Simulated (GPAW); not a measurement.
# Surface energy and work function of Al(100) from slabs of 4 to 14 layers (LDA)

How do energy and work function of Al(100) films settle with thickness, and what surface energy follows?

**Method.** GPAW 26.7.0, plane waves at 450 eV with PAW setups; symmetric 1×1 slabs cut at the tabulated lattice constant (two decimals; low-temperature values for the alkali metals), atoms at bulk places, 7.5 Å of vacuum on each side, one in-plane mesh for all thicknesses, Fermi-Dirac smearing of 0.1 eV. Energies are extrapolated to zero smearing and count from the program's reference atoms. Functional LDA. The cell's area is 8.201 Å².

Results, with one row withheld:

| layers | energy (eV) | work function (eV) |
| --- | --- | --- |
| 4 | −15.5225 | 4.48 |
| 5 | −19.7155 | 4.49 |
| 6 | −23.8951 | 4.41 |
| 7 | −28.0601 | 4.39 |
| 8 | −32.2105 | 4.39 |
| 9 | −36.3934 | 4.39 |
| 10 | −40.5512 | 4.43 |
| 11 | −44.7206 | 4.44 |
| 12 | −48.8906 | 4.43 |
| 14 | ? | ? |

**Question.** What surface energy do these runs give, and what energy and work function should the 14-layer slab have?

**Working.** A slab of n layers has E(n) = nε + 2Aγ once its middle is bulk-like. A line through n = 6 to 12 has the slope ε = −4.1660 eV a layer and the intercept 2Aγ = 1.1053 eV (r.m.s. residual 5.7 meV). So γ = 1.1053 / (2 × 8.201 Å²) = 0.0674 eV/Å² = 1.08 J/m², with a standard error of about 0.01 J/m² from the scatter about the line. For 14 layers: 1.1053 + 14 × (−4.1660) = −57.219 eV; the run gives −57.241 eV, 21.8 meV under the line. The work function has no such law: from 6 to 12 layers it moves between 4.39 and 4.44 eV (mean 4.41), and the 14-layer slab gives 4.42 eV. The thinnest slab, 4 layers, lies +0.07 eV from that mean. The measured value for this face is 4.32 eV (“Properties of real metallic surfaces: Effects of density functional semilocality and van der Waals nonlocality” (2017, arxiv:1702.08515)); the unrelaxed 14-layer slab lies 0.10 eV over it.

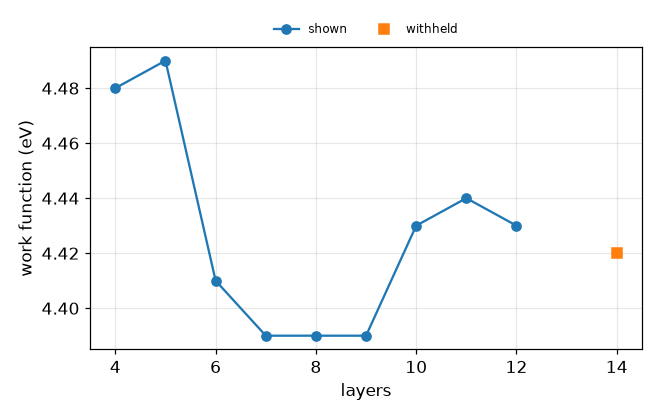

Work function against thickness.

Caveats: The surfaces are unrelaxed, so γ is an upper bound for this functional and lattice constant. The tabulated lattice constant isn't the functional's own, which strains the slab a little.
